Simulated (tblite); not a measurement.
# Geometry relaxation, with input and output: C₄H₆ClFGe (charge +1) (part 4 of 4)

Continued. System: C₄H₆ClFGe, charge +1, multiplicity 2. Method: GFN2-xTB geometry optimisation, gas phase (tblite 0.8.0). It belongs to a series of runs on one base structure; here: electron removed.

Geometry of the input (Å):
```
F  2.5162  0.0510  1.1869
Ge 1.5333  -0.0034  -0.2845
C  0.3639  1.4620  -0.3610
C  -1.0738  1.0693  -0.2133
C  -1.1289  -0.3484  0.4216
Cl -2.6939  -1.1153  0.0267
C  0.0398  -1.2052  -0.0924
H  2.3593  -0.2365  -1.5678
H  0.6673  2.4600  -0.6563
H  -1.6092  1.7843  0.4532
H  -1.0503  -0.2550  1.5182
H  -0.1964  -1.6389  -1.0858
H  0.2684  -2.0232  0.6367
```

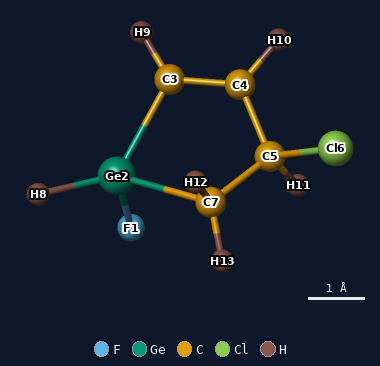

**Figure 1.** The geometry at step 64 of the log (ball-and-stick view, seen at a tilt; atoms are numbered from 1 in the order of the input).

Trajectory as extended XYZ, continued
```
13
Properties=species:S:1:pos:R:3:forces:R:3 step=56 energy=-607.61006
F     2.3335    0.0535    1.1455    0.0050  -0.0180   0.0080
Ge    1.6166    0.0122   -0.4281   -0.0060   0.0020  -0.0020
C     0.2465    1.4933   -0.4387    0.0060   0.0080  -0.0100
C    -0.8996    1.0995    0.0799    0.0050   0.0110  -0.0060
C    -1.0386   -0.3113    0.5653   -0.0030   0.0190  -0.0040
Cl   -2.6078   -1.0960    0.1704   -0.0050  -0.0090   0.0050
C    -0.0691   -1.2372   -0.1353   -0.0080   0.0030   0.0140
H     2.7834   -0.3238   -1.3355    0.0030   0.0100   0.0010
H     0.4997    2.4802   -0.7894   -0.0040   0.0110  -0.0010
H    -1.7340    1.7751    0.2274   -0.0010  -0.0110   0.0000
H    -0.9333   -0.3303    1.6560    0.0070  -0.0040  -0.0100
H    -0.3704   -1.4736   -1.1563    0.0010  -0.0090   0.0140
H     0.1687   -2.1411    0.4210    0.0010  -0.0150  -0.0090
13
Properties=species:S:1:pos:R:3:forces:R:3 step=57 energy=-607.61014
F     2.3320    0.0526    1.1464    0.0090  -0.0170   0.0180
Ge    1.6168    0.0119   -0.4271   -0.0080   0.0020  -0.0180
C     0.2465    1.4936   -0.4393    0.0060   0.0060  -0.0090
C    -0.8995    1.0997    0.0793    0.0020   0.0040  -0.0050
C    -1.0385   -0.3112    0.5651    0.0100   0.0210  -0.0010
Cl   -2.6078   -1.0959    0.1731   -0.0100  -0.0100   0.0040
C    -0.0696   -1.2377   -0.1359   -0.0080   0.0060   0.0120
H     2.7853   -0.3225   -1.3341   -0.0030   0.0110   0.0050
H     0.4989    2.4804   -0.7908   -0.0010   0.0080   0.0000
H    -1.7343    1.7746    0.2276   -0.0010  -0.0070  -0.0020
H    -0.9306   -0.3294    1.6555    0.0020  -0.0050  -0.0080
H    -0.3707   -1.4731   -1.1573    0.0000  -0.0080   0.0130
H     0.1670   -2.1425    0.4196    0.0020  -0.0100  -0.0090
13
Properties=species:S:1:pos:R:3:forces:R:3 step=58 energy=-607.61023
F     2.3316    0.0509    1.1472    0.0090  -0.0160   0.0220
Ge    1.6169    0.0116   -0.4264   -0.0070   0.0020  -0.0270
C     0.2465    1.4941   -0.4400    0.0050   0.0030  -0.0080
C    -0.8994    1.1001    0.0786   -0.0010  -0.0040  -0.0050
C    -1.0385   -0.3108    0.5647    0.0210   0.0140   0.0020
Cl   -2.6081   -1.0960    0.1757   -0.0090  -0.0090   0.0030
C    -0.0703   -1.2382   -0.1361   -0.0060   0.0070   0.0070
H     2.7873   -0.3202   -1.3329   -0.0090   0.0120   0.0080
H     0.4982    2.4810   -0.7919    0.0020   0.0050   0.0010
H    -1.7347    1.7740    0.2276   -0.0020  -0.0020  -0.0050
H    -0.9281   -0.3284    1.6548   -0.0030  -0.0050  -0.0020
H    -0.3709   -1.4733   -1.1576   -0.0020  -0.0060   0.0090
H     0.1651   -2.1441    0.4185    0.0020  -0.0010  -0.0070
13
Properties=species:S:1:pos:R:3:forces:R:3 step=59 energy=-607.61031
F     2.3326    0.0485    1.1474    0.0030  -0.0150   0.0170
Ge    1.6169    0.0114   -0.4264   -0.0030   0.0030  -0.0210
C     0.2467    1.4946   -0.4403    0.0020  -0.0010  -0.0060
C    -0.8994    1.1004    0.0777   -0.0020  -0.0080  -0.0030
C    -1.0386   -0.3103    0.5642    0.0210   0.0030   0.0040
Cl   -2.6089   -1.0961    0.1772   -0.0020  -0.0040   0.0040
C    -0.0709   -1.2387   -0.1357   -0.0010   0.0050  -0.0010
H     2.7889   -0.3173   -1.3323   -0.0120   0.0100   0.0070
H     0.4979    2.4817   -0.7922    0.0040   0.0020   0.0010
H    -1.7353    1.7734    0.2273   -0.0020   0.0030  -0.0070
H    -0.9269   -0.3275    1.6540   -0.0070  -0.0030   0.0050
H    -0.3712   -1.4742   -1.1570   -0.0030  -0.0040   0.0040
H     0.1638   -2.1453    0.4184    0.0020   0.0070  -0.0030
13
Properties=species:S:1:pos:R:3:forces:R:3 step=60 energy=-607.61036
F     2.3341    0.0466    1.1473   -0.0040  -0.0140   0.0060
Ge    1.6169    0.0113   -0.4269    0.0000   0.0040  -0.0070
C     0.2467    1.4950   -0.4404    0.0000  -0.0030  -0.0040
C    -0.8995    1.1004    0.0771    0.0000  -0.0060  -0.0020
C    -1.0386   -0.3099    0.5640    0.0110  -0.0050   0.0040
Cl   -2.6095   -1.0963    0.1774    0.0060   0.0000   0.0050
C    -0.0712   -1.2389   -0.1351    0.0020   0.0020  -0.0060
H     2.7896   -0.3152   -1.3321   -0.0100   0.0080   0.0040
H     0.4980    2.4823   -0.7919    0.0040   0.0000   0.0000
H    -1.7356    1.7732    0.2268   -0.0010   0.0040  -0.0080
H    -0.9270   -0.3271    1.6536   -0.0080  -0.0010   0.0080
H    -0.3716   -1.4752   -1.1562   -0.0030  -0.0020  -0.0010
H     0.1634   -2.1456    0.4189    0.0030   0.0110   0.0000
13
Properties=species:S:1:pos:R:3:forces:R:3 step=62 energy=-607.61041
F     2.3351    0.0438    1.1473   -0.0130  -0.0130  -0.0080
Ge    1.6168    0.0117   -0.4277    0.0000   0.0030   0.0150
C     0.2467    1.4952   -0.4409   -0.0020  -0.0030  -0.0010
C    -0.8997    1.1002    0.0764    0.0030   0.0030   0.0020
C    -1.0380   -0.3098    0.5641   -0.0070  -0.0040   0.0030
Cl   -2.6096   -1.0965    0.1779    0.0120   0.0020   0.0060
C    -0.0714   -1.2389   -0.1350    0.0060   0.0010  -0.0060
H     2.7901   -0.3129   -1.3314   -0.0030   0.0050  -0.0050
H     0.4982    2.4827   -0.7917    0.0020  -0.0030  -0.0010
H    -1.7359    1.7732    0.2258    0.0020   0.0000  -0.0090
H    -0.9275   -0.3269    1.6540   -0.0030   0.0010   0.0050
H    -0.3726   -1.4759   -1.1556   -0.0020  -0.0010  -0.0050
H     0.1634   -2.1453    0.4191    0.0050   0.0070   0.0030
13
Properties=species:S:1:pos:R:3:forces:R:3 step=63 energy=-607.61046
F     2.3342    0.0414    1.1480   -0.0160  -0.0110  -0.0120
Ge    1.6167    0.0121   -0.4278   -0.0020   0.0010   0.0220
C     0.2466    1.4952   -0.4418   -0.0030  -0.0020   0.0030
C    -0.8997    1.1001    0.0758    0.0030   0.0070   0.0050
C    -1.0372   -0.3098    0.5645   -0.0150   0.0010   0.0010
Cl   -2.6092   -1.0966    0.1799    0.0100   0.0010   0.0040
C    -0.0715   -1.2389   -0.1356    0.0070   0.0020  -0.0030
H     2.7906   -0.3113   -1.3301    0.0030   0.0030  -0.0100
H     0.4981    2.4829   -0.7923    0.0000  -0.0060  -0.0020
H    -1.7360    1.7730    0.2248    0.0040  -0.0030  -0.0090
H    -0.9269   -0.3266    1.6544    0.0020   0.0020   0.0010
H    -0.3735   -1.4758   -1.1559   -0.0010   0.0010  -0.0060
H     0.1633   -2.1452    0.4184    0.0080   0.0030   0.0050
13
Properties=species:S:1:pos:R:3:forces:R:3 step=64 energy=-607.61051
F     2.3319    0.0380    1.1495   -0.0160  -0.0090  -0.0100
Ge    1.6167    0.0126   -0.4273   -0.0040  -0.0030   0.0190
C     0.2464    1.4952   -0.4431   -0.0010   0.0000   0.0090
C    -0.8995    1.1000    0.0752    0.0010   0.0090   0.0060
C    -1.0362   -0.3097    0.5649   -0.0160   0.0060   0.0000
Cl   -2.6084   -1.0969    0.1834    0.0030  -0.0020   0.0000
C    -0.0715   -1.2387   -0.1368    0.0050   0.0030   0.0020
H     2.7916   -0.3091   -1.3282    0.0070   0.0020  -0.0130
H     0.4978    2.4830   -0.7937   -0.0010  -0.0080  -0.0030
H    -1.7362    1.7728    0.2236    0.0040  -0.0040  -0.0080
H    -0.9251   -0.3261    1.6549    0.0080   0.0020  -0.0030
H    -0.3746   -1.4753   -1.1568    0.0000   0.0040  -0.0050
H     0.1628   -2.1452    0.4168    0.0110  -0.0010   0.0060
13
Properties=species:S:1:pos:R:3:forces:R:3 step=65 energy=-607.61056
F     2.3292    0.0346    1.1509   -0.0130  -0.0060  -0.0020
Ge    1.6165    0.0129   -0.4264   -0.0040  -0.0070   0.0080
C     0.2463    1.4953   -0.4441    0.0020   0.0020   0.0130
C    -0.8993    1.1001    0.0747   -0.0030   0.0060   0.0050
C    -1.0355   -0.3095    0.5652   -0.0110   0.0080  -0.0010
Cl   -2.6075   -1.0972    0.1870   -0.0050  -0.0050  -0.0040
C    -0.0715   -1.2385   -0.1380    0.0010   0.0040   0.0050
H     2.7923   -0.3069   -1.3267    0.0070   0.0020  -0.0130
H     0.4974    2.4829   -0.7952   -0.0020  -0.0080  -0.0040
H    -1.7363    1.7724    0.2224    0.0010  -0.0010  -0.0060
H    -0.9231   -0.3254    1.6551    0.0120   0.0030  -0.0050
H    -0.3753   -1.4749   -1.1579    0.0010   0.0070  -0.0010
H     0.1623   -2.1454    0.4153    0.0130  -0.0020   0.0060
13
Properties=species:S:1:pos:R:3:forces:R:3 step=66 energy=-607.61060
F     2.3269    0.0319    1.1521   -0.0080  -0.0050   0.0060
Ge    1.6163    0.0130   -0.4255   -0.0020  -0.0090  -0.0060
C     0.2463    1.4954   -0.4447    0.0050   0.0020   0.0140
C    -0.8991    1.1003    0.0745   -0.0060   0.0010   0.0030
C    -1.0352   -0.3092    0.5653   -0.0030   0.0050  -0.0010
Cl   -2.6070   -1.0975    0.1897   -0.0100  -0.0060  -0.0070
C    -0.0715   -1.2384   -0.1387   -0.0030   0.0030   0.0070
H     2.7929   -0.3051   -1.3260    0.0050   0.0020  -0.0100
H     0.4972    2.4828   -0.7964   -0.0010  -0.0080  -0.0040
H    -1.7364    1.7722    0.2214   -0.0030   0.0030  -0.0050
H    -0.9213   -0.3247    1.6551    0.0130   0.0030  -0.0050
H    -0.3756   -1.4747   -1.1588    0.0010   0.0090   0.0030
H     0.1621   -2.1455    0.4143    0.0120   0.0000   0.0040
13
Properties=species:S:1:pos:R:3:forces:R:3 step=67 energy=-607.61065
F     2.3251    0.0289    1.1529   -0.0040  -0.0040   0.0130
Ge    1.6161    0.0128   -0.4248    0.0010  -0.0100  -0.0190
C     0.2464    1.4955   -0.4446    0.0080   0.0010   0.0130
C    -0.8991    1.1006    0.0743   -0.0080  -0.0040  -0.0010
C    -1.0351   -0.3089    0.5652    0.0050   0.0000   0.0000
Cl   -2.6067   -1.0978    0.1916   -0.0120  -0.0060  -0.0080
C    -0.0714   -1.2382   -0.1391   -0.0070   0.0010   0.0070
H     2.7931   -0.3030   -1.3261    0.0020   0.0030  -0.0060
H     0.4972    2.4826   -0.7973    0.0000  -0.0050  -0.0040
H    -1.7365    1.7721    0.2203   -0.0070   0.0070  -0.0030
H    -0.9199   -0.3240    1.6549    0.0110   0.0020  -0.0030
H    -0.3756   -1.4747   -1.1592    0.0010   0.0100   0.0070
H     0.1622   -2.1454    0.4141    0.0110   0.0040   0.0020
13
Properties=species:S:1:pos:R:3:forces:R:3 step=69 energy=-607.61078
F     2.3206    0.0190    1.1550    0.0020  -0.0010   0.0170
Ge    1.6154    0.0119   -0.4242    0.0090  -0.0040  -0.0250
C     0.2470    1.4958   -0.4430    0.0050  -0.0020   0.0030
C    -0.8996    1.1012    0.0734   -0.0070  -0.0080  -0.0060
C    -1.0352   -0.3080    0.5653    0.0110  -0.0110   0.0000
Cl   -2.6066   -1.0992    0.1950   -0.0050   0.0010  -0.0040
C    -0.0714   -1.2376   -0.1391   -0.0080  -0.0030   0.0020
H     2.7937   -0.2962   -1.3275   -0.0040   0.0020   0.0010
H     0.4974    2.4816   -0.7992    0.0030   0.0010   0.0000
H    -1.7376    1.7724    0.2162   -0.0120   0.0100   0.0020
H    -0.9165   -0.3220    1.6545    0.0020   0.0010   0.0020
H    -0.3762   -1.4745   -1.1590    0.0000   0.0070   0.0120
H     0.1645   -2.1440    0.4149    0.0020   0.0080  -0.0040
13
Properties=species:S:1:pos:R:3:forces:R:3 step=70 energy=-607.61082
F     2.3191    0.0154    1.1559    0.0010   0.0000   0.0080
Ge    1.6154    0.0117   -0.4247    0.0090   0.0000  -0.0120
C     0.2472    1.4958   -0.4424    0.0000  -0.0030  -0.0020
C    -0.9000    1.1012    0.0729   -0.0030  -0.0040  -0.0040
C    -1.0350   -0.3079    0.5656    0.0050  -0.0090   0.0000
Cl   -2.6067   -1.0997    0.1960    0.0000   0.0040   0.0000
C    -0.0716   -1.2373   -0.1390   -0.0040  -0.0030   0.0000
H     2.7943   -0.2939   -1.3277   -0.0020   0.0000   0.0000
H     0.4975    2.4811   -0.7999    0.0030   0.0010   0.0020
H    -1.7381    1.7727    0.2146   -0.0080   0.0040   0.0030
H    -0.9152   -0.3213    1.6547   -0.0010   0.0010   0.0010
H    -0.3771   -1.4739   -1.1587    0.0000   0.0020   0.0080
H     0.1657   -2.1433    0.4150   -0.0010   0.0060  -0.0040
13
Properties=species:S:1:pos:R:3:forces:R:3 step=71 energy=-607.61083
F     2.3190    0.0147    1.1561   -0.0010   0.0000   0.0030
Ge    1.6156    0.0116   -0.4251    0.0040   0.0020  -0.0020
C     0.2472    1.4957   -0.4423   -0.0020  -0.0030  -0.0030
C    -0.9002    1.1010    0.0726   -0.0010  -0.0010  -0.0010
C    -1.0349   -0.3080    0.5657    0.0000  -0.0030   0.0000
Cl   -2.6067   -1.0997    0.1959    0.0010   0.0030   0.0010
C    -0.0718   -1.2373   -0.1389    0.0010   0.0000   0.0000
H     2.7946   -0.2934   -1.3277    0.0020  -0.0010  -0.0020
H     0.4976    2.4810   -0.7998    0.0020   0.0000   0.0020
H    -1.7383    1.7728    0.2142   -0.0040   0.0000   0.0020
H    -0.9152   -0.3213    1.6549   -0.0010   0.0010   0.0000
H    -0.3776   -1.4736   -1.1583    0.0000   0.0000   0.0030
H     0.1662   -2.1430    0.4151   -0.0010   0.0010  -0.0020
```

Summary

| quantity | value |
| --- | --- |
| outcome | converged |
| total energy | −607.6108 eV |
| hardware | 1 CPU thread, shared host |
| peak memory | 0.18 GiB |
